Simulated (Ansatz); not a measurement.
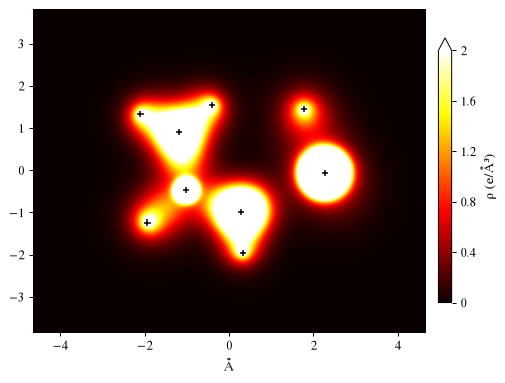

The total electron density on a plane through atoms (crosses mark nuclei in the plane).

Computed with isolated molecule in a Gaussian basis; Kohn-Sham density functional theory, functional PBE0 (Ansatz 0.2.0).

Candidates:
A. H5InNSi (doublet)
B. BGaH7NO
C. ClFH4MgSi2

Which candidate gave the map?

Candidate B: BGaH7NO on the plane of atoms H5, N3 and H6, which holds B, Ga, N, O and H. B–N (1.39 Å): the density is about 2 e/Å³ at the midpoint. B–O (1.41 Å): the density is about 1.9 e/Å³ at the midpoint.
